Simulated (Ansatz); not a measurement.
**Geometry relaxation of AlLiBSiH$_{5}$**

System: AlLiBSiH$_{5}$.
Method: RKS PBE0-D4/def2-TZVP (Ansatz 0.2.0).

Figures and captions count atoms from 1; the log counts them from 0 in places.

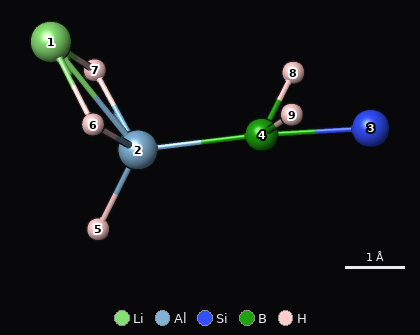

The starting structure (ball-and-stick view, seen at a tilt; atoms are numbered from 1 in the order of the input). Sticks mark near contacts. Bond lengths as drawn: Al–B 2.12 Å, Al–H 1.61 to 1.72 Å, Al–Li 2.47 Å, B–H 1.33 Å, B–Si 1.86 Å and H–Li 1.74 Å.

Results in brief:

- outcome: converged
- total energy: −15427.8873 eV
- mean-field energy: −15427.7213 eV
- dispersion energy: −0.1660 eV
- SCF solution under orbital rotations: stable
- largest force (length of the vector) at the end: 0.003 eV/Å
- dipole moment: 6.20 D
- hardware: 2 threads of Arm Neoverse V1, 23 GiB of memory available, shared host
- wall time: 26 s (CPU time 50 s)
- peak memory: 0.31 GiB

Input:
```yaml
crystal:
  periodic: [false, false, false]
  atoms:
    - {symbol: Li, position_ang: [1.680025, 0.809735, 1.993427]}
    - {symbol: Al, position_ang: [0.648060, 0.767939, -0.248375]}
    - {symbol: Si, position_ang: [-2.267706, -1.798857, -1.098369]}
    - {symbol: B, position_ang: [-0.902502, -0.625298, -0.639092]}
    - {symbol: H, position_ang: [1.181744, 1.804056, -1.358760]}
    - {symbol: H, position_ang: [0.349554, 1.617272, 1.213328]}
    - {symbol: H, position_ang: [1.992270, -0.005809, 0.487540]}
    - {symbol: H, position_ang: [-0.658169, -1.911703, -0.416056]}
    - {symbol: H, position_ang: [-1.954032, -0.634612, 0.172418]}
basis:
  gaussian: {orbitals: def2-TZVP}
hamiltonian: {xc: pbe0, dispersion: d4}
relax: {f_tol: 0.005, max_steps: 200}
```

Command:
```bash
ansatz run in.yaml --threads 2 --pin off --events-out ev --progress --plain --max-ram 4352MiB
```

Log:
```
Functional definition: PBE0
  name "PBE0"
  cite "Adamo & Barone, J. Chem. Phys. 110, 6158 (1999) doi:10.1063/1.478522"
  cite "Perdew, Burke & Ernzerhof, Phys. Rev. Lett. 77, 3865 (1996) doi:10.1103/PhysRevLett.77.3865"
  parent pbe
  parameter a = 0.25
  parameter kappa = 0.804
  parameter beta = 0.06672455060314922
  exchange = (1 - a)*pbe_x(kappa = kappa, mu = beta*pi^2/3) + a*exact_x
  correlation = pbe_c(beta = beta)
1065 factors; their error is unknown
mean field evaluation 1: about -15422.1709 eV, gradient 4.0e1 eV
mean field evaluation 2: about -15413.8564 eV, gradient 5.8e1 eV
mean field evaluation 4: about -15427.6358 eV, gradient 2.7e0 eV
mean field evaluation 8: about -15427.7022 eV, gradient 3.3e-2 eV
mean field -15427.70219003 eV, -566.9575982114 hartree, gradient 2.5e-5 eV, S^2 0.000000; 0 other end points of the search recorded, 0 dependent functions left out
the calculation of the forces begins
reference -15427.70223148 eV, -566.9575997347 hartree; 20, 20 occupied and 129, 129 virtual orbitals, 1065 factors
relax step   1: F+E_penalty+E_count = -15427.86823560 eV  Δ(F+E_penalty+E_count) = +0.000e0 eV  max|allowed force component| = 5.283e-1 eV/Å  Δτ_max = 0.0000 Å  (26 SCF iters, accepted)
these checks for a lower state are left out or cut short: starts, cluster_reference, orbital_swaps, neighbouring_geometries, increment
1065 factors; their error is unknown
mean field evaluation 16: about -15427.6688 eV, gradient 1.2e0 eV
mean field -15427.71768219 eV, -566.9581675378 hartree, gradient 2.3e-5 eV, S^2 0.000000; 0 other end points of the search recorded, 0 dependent functions left out
the calculation of the forces begins
reference -15427.71772360 eV, -566.9581690595 hartree; 20, 20 occupied and 129, 129 virtual orbitals, 1065 factors
relax step   2: F+E_penalty+E_count = -15427.88402082 eV  Δ(F+E_penalty+E_count) = -1.579e-2 eV  max|allowed force component| = 2.479e-1 eV/Å  Δτ_max = 0.0226 Å  (31 SCF iters, accepted)
these checks for a lower state are left out or cut short: starts, cluster_reference, orbital_swaps, neighbouring_geometries, increment
1065 factors; their error is unknown
mean field -15427.72101713 eV, -566.9582900948 hartree, gradient 2.3e-5 eV, S^2 0.000000; 0 other end points of the search recorded, 0 dependent functions left out
the calculation of the forces begins
reference -15427.72105850 eV, -566.9582916150 hartree; 20, 20 occupied and 129, 129 virtual orbitals, 1065 factors
relax step   3: F+E_penalty+E_count = -15427.88707552 eV  Δ(F+E_penalty+E_count) = -3.055e-3 eV  max|allowed force component| = 2.416e-2 eV/Å  Δτ_max = 0.0112 Å  (29 SCF iters, accepted)
these checks for a lower state are left out or cut short: starts, cluster_reference, orbital_swaps, neighbouring_geometries, increment
1065 factors; their error is unknown
mean field evaluation 32: about -15427.7211 eV, gradient 5.9e-5 eV
mean field -15427.72113453 eV, -566.9582944089 hartree, gradient 1.2e-5 eV, S^2 0.000000; 0 other end points of the search recorded, 0 dependent functions left out
the calculation of the forces begins
reference -15427.72117590 eV, -566.9582959293 hartree; 20, 20 occupied and 129, 129 virtual orbitals, 1065 factors
relax step   4: F+E_penalty+E_count = -15427.88720211 eV  Δ(F+E_penalty+E_count) = -1.266e-4 eV  max|allowed force component| = 7.630e-3 eV/Å  Δτ_max = 0.0061 Å  (24 SCF iters, accepted)
these checks for a lower state are left out or cut short: starts, cluster_reference, orbital_swaps, neighbouring_geometries, increment
1065 factors; their error is unknown
mean field -15427.72120285 eV, -566.9582969196 hartree, gradient 1.4e-5 eV, S^2 0.000000; 0 other end points of the search recorded, 0 dependent functions left out
the calculation of the forces begins
reference -15427.72124422 eV, -566.9582984399 hartree; 20, 20 occupied and 129, 129 virtual orbitals, 1065 factors
relax step   5: F+E_penalty+E_count = -15427.88724585 eV  Δ(F+E_penalty+E_count) = -4.374e-5 eV  max|allowed force component| = 8.040e-3 eV/Å  Δτ_max = 0.0054 Å  (25 SCF iters, accepted)
these checks for a lower state are left out or cut short: starts, cluster_reference, orbital_swaps, neighbouring_geometries, increment
1065 factors; their error is unknown
mean field -15427.72124255 eV, -566.9582983785 hartree, gradient 1.8e-5 eV, S^2 0.000000; 0 other end points of the search recorded, 0 dependent functions left out
the calculation of the forces begins
reference -15427.72128391 eV, -566.9582998988 hartree; 20, 20 occupied and 129, 129 virtual orbitals, 1065 factors
relax step   6: F+E_penalty+E_count = -15427.88726387 eV  Δ(F+E_penalty+E_count) = -1.802e-5 eV  max|allowed force component| = 2.355e-3 eV/Å  Δτ_max = 0.0047 Å  (23 SCF iters, accepted)
these checks for a lower state are left out or cut short: starts, cluster_reference, orbital_swaps, neighbouring_geometries, increment
1065 factors; their error is unknown
mean field -15427.72128923 eV, -566.9583000943 hartree, gradient 9.8e-6 eV, S^2 0.000000; 0 other end points of the search recorded, 0 dependent functions left out
the calculation of the forces begins
reference -15427.72133060 eV, -566.9583016144 hartree; 20, 20 occupied and 129, 129 virtual orbitals, 1065 factors
relax step   7: F+E_penalty+E_count = -15427.88727603 eV  Δ(F+E_penalty+E_count) = -1.216e-5 eV  max|allowed force component| = 2.342e-3 eV/Å  Δτ_max = 0.0069 Å  (25 SCF iters, accepted)
1065 factors; their error is unknown
mean field evaluation 64: about -15427.7213 eV, gradient 1.0e-2 eV
```

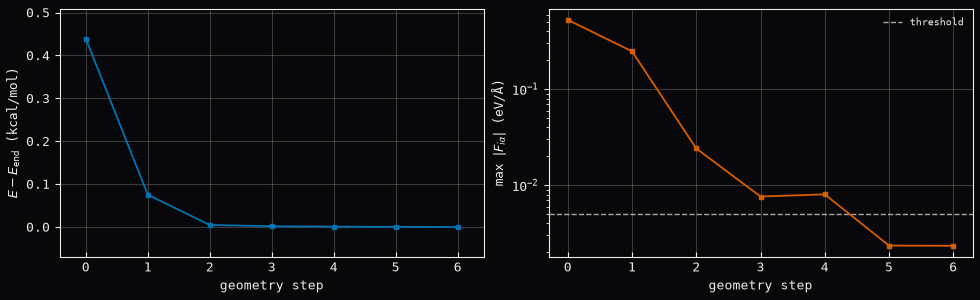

Progress of the relaxation, step by step (the first geometry is step 0 here and step 1 in the log).

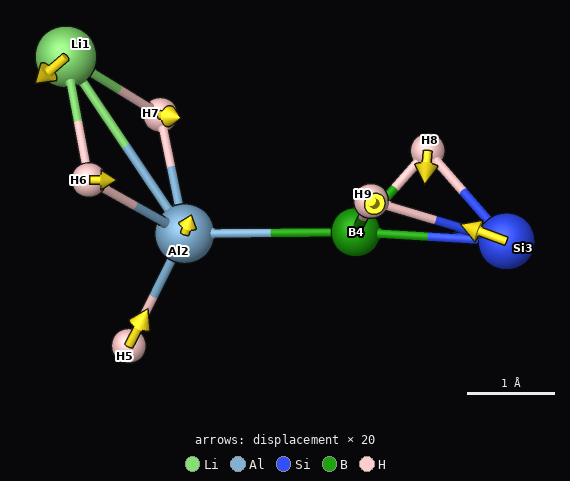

The starting structure with the displacements as yellow arrows, magnified 20 times (ball-and-stick view, seen at a tilt). The two geometries are laid on each other by the best rigid fit. Over 6 geometry steps the energy falls by 0.44 kcal/mol. The largest force component goes from 0.53 to 0.0023 eV/Å. Si3 moves most after the best rigid fit: 0.029 Å. By element the largest moves are Si 0.029 Å, H 0.027 Å, Li 0.027 Å, Al 0.013 Å, B 0.003 Å. Among the contacts that change: Si3–H8 1.752 → 1.714 Å, Si3–B4 1.858 → 1.833 Å, Al2–H6 1.717 → 1.701 Å, B4–H8 1.328 → 1.313 Å. (Atoms are counted from 1 in the order of the input.)

```
mean field -15427.72128923 eV, -566.9583000943 hartree, gradient 1.1e-5 eV, S^2 0.000000; 1 other end points of the search recorded, 0 dependent functions left out
the calculation of the forces begins
reference -15427.72133060 eV, -566.9583016144 hartree; 20, 20 occupied and 129, 129 virtual orbitals, 1065 factors
Total energy: -15427.88731739 eV, -566.9644015166 hartree
Atom 0 at     1.693134     0.830232     1.982860 Å, force    -0.000460     0.000295    -0.001756 eV/Å
Atom 1 at     0.644868     0.759884    -0.238469 Å, force    -0.000448    -0.001388     0.002342 eV/Å
Atom 2 at    -2.248498    -1.783724    -1.081931 Å, force     0.000235     0.000782    -0.000515 eV/Å
Atom 3 at    -0.901219    -0.622757    -0.639731 Å, force     0.001035     0.000953     0.000521 eV/Å
Atom 4 at     1.174145     1.785561    -1.340862 Å, force     0.000096     0.000180    -0.000787 eV/Å
Atom 5 at     0.342182     1.603874     1.206687 Å, force    -0.001032     0.001056     0.000304 eV/Å
Atom 6 at     1.975758    -0.011405     0.487076 Å, force     0.000886    -0.000909    -0.000256 eV/Å
Atom 7 at    -0.667491    -1.897899    -0.428771 Å, force    -0.000941     0.000357     0.000176 eV/Å
Atom 8 at    -1.943635    -0.641043     0.159203 Å, force     0.000629    -0.001326    -0.000028 eV/Å
Dipole moment:     0.564088     0.053778     1.159548 e Å
```

Trajectory as extended XYZ (Å, eV, eV/Å), 7 frames, from step=1 to step=7:
```
9
Properties=species:S:1:pos:R:3:forces:R:3 step=1 energy=-15427.86824
Li    1.6800    0.8097    1.9934   -0.0064   0.0056  -0.0264
Al    0.6481    0.7679   -0.2484    0.0930   0.0694   0.0557
Si   -2.2677   -1.7989   -1.0984    0.5283   0.3961   0.3040
B    -0.9025   -0.6253   -0.6391   -0.3644  -0.3784   0.0178
H     1.1817    1.8041   -1.3588   -0.0667  -0.1204   0.1182
H     0.3496    1.6173    1.2133    0.0086  -0.0645  -0.1046
H     1.9923   -0.0058    0.4875   -0.1007   0.0432  -0.0563
H    -0.6582   -1.9117   -0.4161   -0.1915   0.1680  -0.0883
H    -1.9540   -0.6346    0.1724    0.0998  -0.1190  -0.2201
9
Properties=species:S:1:pos:R:3:forces:R:3 step=2 energy=-15427.88402
Li    1.6779    0.8107    1.9867    0.0005   0.0016  -0.0023
Al    0.6488    0.7665   -0.2435    0.0020  -0.0016   0.0079
Si   -2.2514   -1.7869   -1.0882    0.2479   0.1840   0.1469
B    -0.8965   -0.6202   -0.6369   -0.2019  -0.2054   0.0014
H     1.1736    1.7918   -1.3499   -0.0040  -0.0107   0.0147
H     0.3417    1.6076    1.2049    0.0137  -0.0105  -0.0135
H     1.9793   -0.0106    0.4814   -0.0140   0.0169  -0.0011
H    -0.6607   -1.9002   -0.4155   -0.0787   0.0687  -0.0514
H    -1.9434   -0.6359    0.1672    0.0345  -0.0430  -0.1025
9
Properties=species:S:1:pos:R:3:forces:R:3 step=3 energy=-15427.88708
Li    1.6823    0.8147    1.9878    0.0007   0.0044  -0.0080
Al    0.6459    0.7625   -0.2413    0.0109   0.0073   0.0082
Si   -2.2449   -1.7842   -1.0796   -0.0242  -0.0183  -0.0131
B    -0.8993   -0.6228   -0.6373    0.0113   0.0077   0.0084
H     1.1712    1.7874   -1.3456   -0.0009   0.0017  -0.0062
H     0.3479    1.6063    1.2038   -0.0167   0.0044   0.0081
H     1.9782   -0.0047    0.4836    0.0059  -0.0180  -0.0018
H    -0.6663   -1.8986   -0.4235   -0.0039   0.0157   0.0067
H    -1.9457   -0.6378    0.1580    0.0169  -0.0048  -0.0024
9
Properties=species:S:1:pos:R:3:forces:R:3 step=4 energy=-15427.88720
Li    1.6829    0.8169    1.9846    0.0041   0.0018   0.0055
Al    0.6470    0.7633   -0.2404   -0.0076  -0.0055  -0.0052
Si   -2.2445   -1.7834   -1.0802   -0.0058  -0.0044  -0.0027
B    -0.8983   -0.6217   -0.6375    0.0018   0.0030  -0.0022
H     1.1713    1.7877   -1.3461    0.0021   0.0006   0.0031
H     0.3421    1.6056    1.2056    0.0060  -0.0036  -0.0027
H     1.9778   -0.0107    0.4831   -0.0040   0.0062   0.0018
H    -0.6666   -1.8962   -0.4216    0.0076  -0.0048  -0.0017
H    -1.9426   -0.6386    0.1586   -0.0042   0.0067   0.0040
9
Properties=species:S:1:pos:R:3:forces:R:3 step=5 energy=-15427.88725
Li    1.6862    0.8212    1.9850    0.0022   0.0016   0.0009
Al    0.6461    0.7618   -0.2394   -0.0037  -0.0004  -0.0080
Si   -2.2465   -1.7841   -1.0798    0.0010   0.0015  -0.0007
B    -0.8996   -0.6218   -0.6394    0.0001  -0.0010   0.0026
H     1.1716    1.7861   -1.3448    0.0025   0.0009   0.0031
H     0.3428    1.6052    1.2059    0.0004  -0.0013   0.0004
H     1.9771   -0.0104    0.4850   -0.0011   0.0004   0.0013
H    -0.6660   -1.8964   -0.4254   -0.0001  -0.0013  -0.0002
H    -1.9425   -0.6388    0.1589   -0.0012  -0.0005   0.0007
9
Properties=species:S:1:pos:R:3:forces:R:3 step=6 energy=-15427.88726
Li    1.6890    0.8248    1.9843    0.0005   0.0010  -0.0013
Al    0.6456    0.7611   -0.2392   -0.0024  -0.0015  -0.0021
Si   -2.2473   -1.7840   -1.0805    0.0008   0.0013  -0.0006
B    -0.9003   -0.6222   -0.6395    0.0006   0.0001   0.0013
H     1.1727    1.7860   -1.3433    0.0014   0.0004   0.0016
H     0.3427    1.6044    1.2062   -0.0012   0.0011   0.0007
H     1.9763   -0.0107    0.4860    0.0010  -0.0011  -0.0001
H    -0.6665   -1.8971   -0.4269   -0.0010   0.0000   0.0003
H    -1.9430   -0.6396    0.1591    0.0002  -0.0014   0.0003
9
Properties=species:S:1:pos:R:3:forces:R:3 step=7 energy=-15427.88728
Li    1.6931    0.8302    1.9829   -0.0005   0.0003  -0.0018
Al    0.6449    0.7599   -0.2385   -0.0004  -0.0014   0.0023
Si   -2.2485   -1.7837   -1.0819    0.0002   0.0008  -0.0005
B    -0.9012   -0.6228   -0.6397    0.0010   0.0010   0.0005
H     1.1741    1.7856   -1.3409    0.0001   0.0002  -0.0008
H     0.3422    1.6039    1.2067   -0.0010   0.0011   0.0003
H     1.9758   -0.0114    0.4871    0.0009  -0.0009  -0.0003
H    -0.6675   -1.8979   -0.4288   -0.0009   0.0004   0.0002
H    -1.9436   -0.6410    0.1592    0.0006  -0.0013   0.0000
```

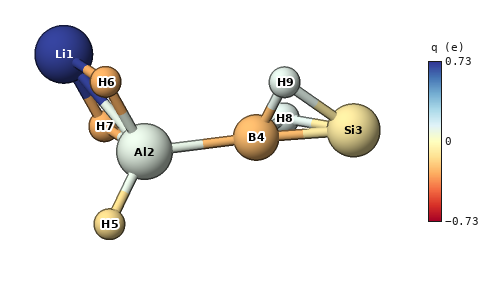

Mulliken charges, as the colour of each atom (ball-and-stick view, seen at a tilt; atoms are numbered from 1 in the order of the input). By element: Li +0.70, Al +0.10, Si −0.09, B −0.25 and H −0.28 to +0.12 e.
